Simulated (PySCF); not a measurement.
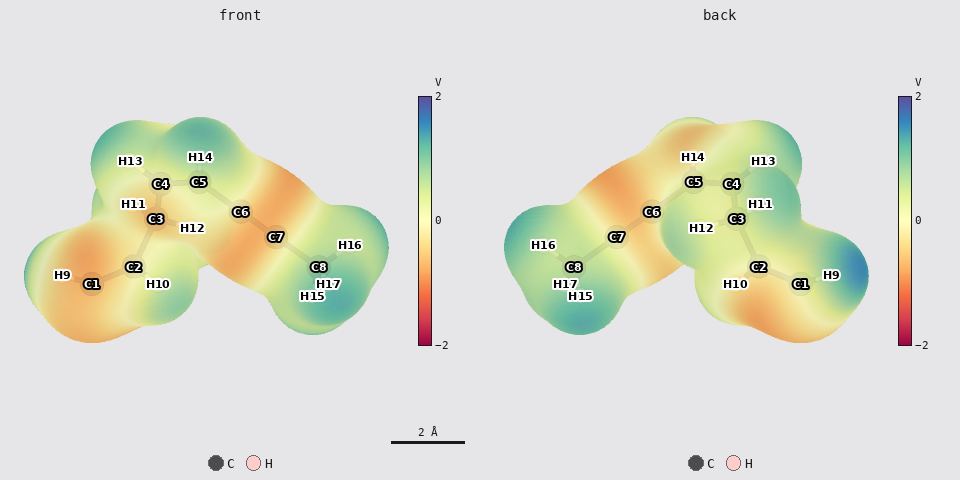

Figure. C$_{8}$H$_{9}$ (SMILES [H]/[C]=C\C/C=C\C#CC) (doublet). The molecular electrostatic potential painted on the density surface at 0.004 e/bohr³, seen from the front and from behind; red is negative and blue positive.

Geometry: GFN2-xTB.

Level of theory: PySCF, UKS B3LYP, pcH-1 on C H, non-relativistic, mean-field spin-orbit, GIAO.

```xyz
17

C    -3.1432    0.0385   -1.3395
C    -1.9494   -0.0025   -0.8670
C    -1.4586    0.7176    0.4102
C    -1.0817   -0.3097    1.4127
C     0.1321   -0.8692    1.4800
C     1.2040   -0.5104    0.6408
C     2.1210   -0.2119   -0.0809
C     3.2272    0.1477   -0.9379
H    -4.0858    0.4778   -1.1081
H    -1.1588   -0.5737   -1.3377
H    -2.2516    1.3647    0.7832
H    -0.5914    1.3153    0.1236
H    -1.8647   -0.6534    2.0738
H     0.3466   -1.6386    2.2112
H     2.8855    0.7961   -1.7450
H     3.9888    0.6729   -0.3605
H     3.6730   -0.7491   -1.3689
```

> Where is the surface potential most negative and most positive?

The most negative region (about −0.9 V) lies over C1, C2, C6 and C7, the most positive (about +1.5 V) over H9.
